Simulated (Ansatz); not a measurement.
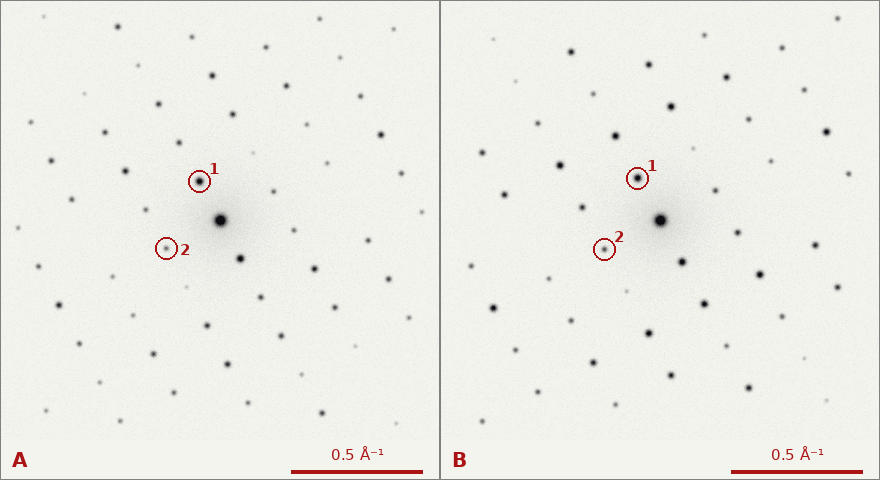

Kinematic electron diffraction patterns (120 kV, B = 0.5 Å², same scale) along [010] of the run's own cell, for the start and the end of one relaxation of As3S2 with DFT PBE, scalar-relativistic, plane waves, PAW (Ansatz). k mesh 12×12×8. The start is a generated model structure, and the relaxation ends in the nearest stationary point of its symmetry, not necessarily the ground state. Spot 1 is 0 0 -1 and spot 2 is -1 0 0 in both.

Start structure:

```yaml
crystal:
  lattice:
    - [4.78153, 0.00000, 0.00000]
    - [-2.39077, 4.14093, 0.00000]
    - [0.00000, 0.00000, 5.47404]
  atoms:
    - { symbol: As, position: [0.00000, 0.00000, 0.00000] }
    - { symbol: As, position: [0.33333, 0.66667, 0.77738] }
    - { symbol: As, position: [0.66667, 0.33333, 0.22262] }
    - { symbol: S, position: [0.33333, 0.66667, 0.21209] }
    - { symbol: S, position: [0.66667, 0.33333, 0.78791] }
```

> Which pattern belongs to the start structure, and which to the relaxed one?

B is the start: its cell gives d(1) = 5.474 Å, d(2) = 4.141 Å and an angle of 90.0°. A is the relaxed structure, with d(1) = 5.950 Å (+8.7 %), d(2) = 4.283 Å (+3.4 %) and 90.0°.

> Name reflections whose intensity changes strongly on relaxation.

1 0 -4 comes into sight; 0 0 4 goes from 42 to 1.5 % of the strongest spot; 0 0 2 goes from 80 to 17 % of the strongest spot; 1 0 1 goes from 29 to 7 % of the strongest spot.

> Summarise the relaxation behind the change.

The volume changed by +16.3 % to 25.21 Å³ an atom; with the mean shift removed, the atoms moved by up to 0.20 Å relative to the cell (As most); the space group stayed P-3m1 (No. 164); the free energy fell by 36 meV an atom. Relaxed cell: a = 4.946 Å, b = 4.946 Å, c = 5.950 Å, α = 90.00°, β = 90.00°, γ = 120.00°.
